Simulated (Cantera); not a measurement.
Input: 1 mol Si, 24 mol HBr, 3.6 mol N2, equilibrated at 1498 K.

These are equilibrium values from Cantera (NASA tables, ideal gas, pure condensed phases), not measurements of a reactor. Candidate condensed phases: Br2, Si, Si3N4; 28 gas species. The tables' values for SiBr3, SiBr are old estimates; treat these amounts as uncertain. Kinetics and transport are ignored.

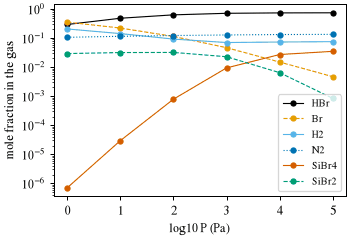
Figure. Equilibrium gas composition (values under 1e-9 drawn at 1e-9)

Question: Read off the mole fractions at 100 Pa.

Answer: HBr about 0.63, N2 about 0.12, Br about 0.11, H2 about 0.093, SiBr2 about 0.032, SiBr4 about 0.00079.
